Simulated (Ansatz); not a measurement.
We consider MgZn2 (P6₃/mmc, No. 194), described by r²SCAN (Ansatz, a first-principles code, PAW).

Settings: plane-wave cutoff 560 eV, 12×12×8 k mesh (along the axes of the cell as run), Fermi–Dirac smearing 0.05 eV, scalar-relativistic PAW data made under PBE.

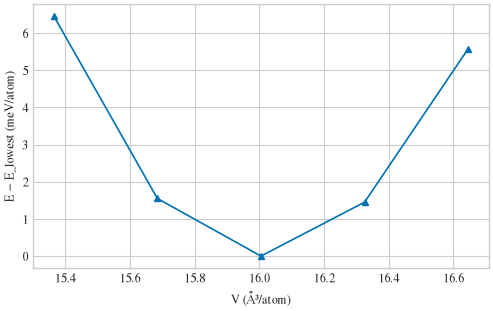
Figure. Total energy against volume

Question: From the curve, estimate the equilibrium volume and the bulk modulus.

Answer: V0 ≈ 16.0 Å³/atom and B0 ≈ 75 GPa; the fit gives V0 = 16.005 Å³/atom, B0 = 75.0 GPa, B′ = 4.7.

Shape and atoms are relaxed at each volume.

Note: the volume lies 5 % below that of the published cell; the bulk modulus comes from volumes at which shape and atoms were relaxed.

Computed values are for the static lattice.

The result took around 50 core-minutes (rough).
